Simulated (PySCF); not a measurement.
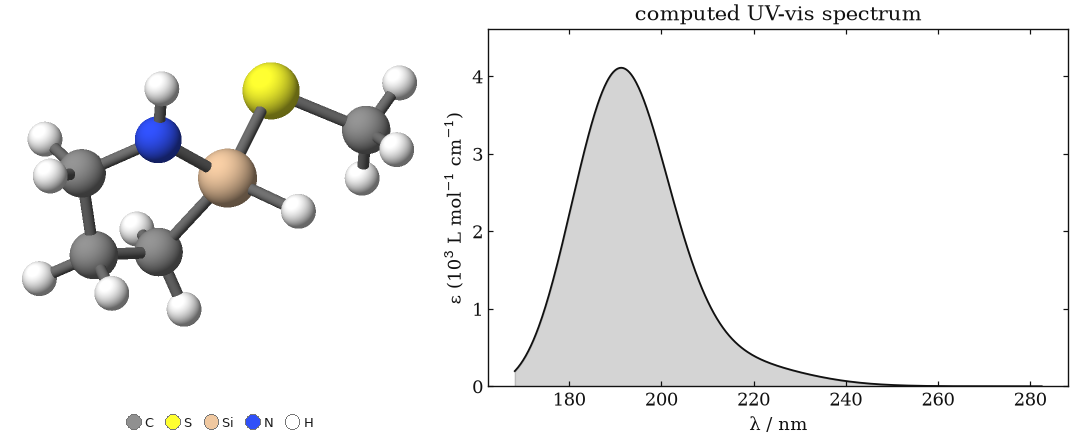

Computed absorption of C₄H₁₁NSSi, SMILES CS[Si@@H]1CCCN1. Vertical TDDFT excitations, CAM-B3LYP/def2-SVPD (IEF-PCM chloroform) in PySCF, at a PBE0-D3(BJ)/def2-SVP geometry (no frequency check). Only the first 6 singlet excitations are included; each is broadened by a Gaussian of 1/e half-width 0.40 eV.

> Does any vertical transition fall in the visible?

No singlet lies below 3.1 eV (beyond 400 nm), so at this level no vertical transition falls in the visible.

> Where is the lowest singlet, and is it bright?

S1 lies at 5.59 eV (222 nm) with f = 0.005, mainly HOMO → LUMO (67 %); it is dark or nearly so.

> Which of the computed transitions is the brightest, and what character does the calculation give it?

S3 at 6.37 eV (195 nm), f = 0.057, mixed, the largest part being HOMO → LUMO+1 (38 %).

Note: one conformer of a flexible molecule; core orbitals are frozen in the response.
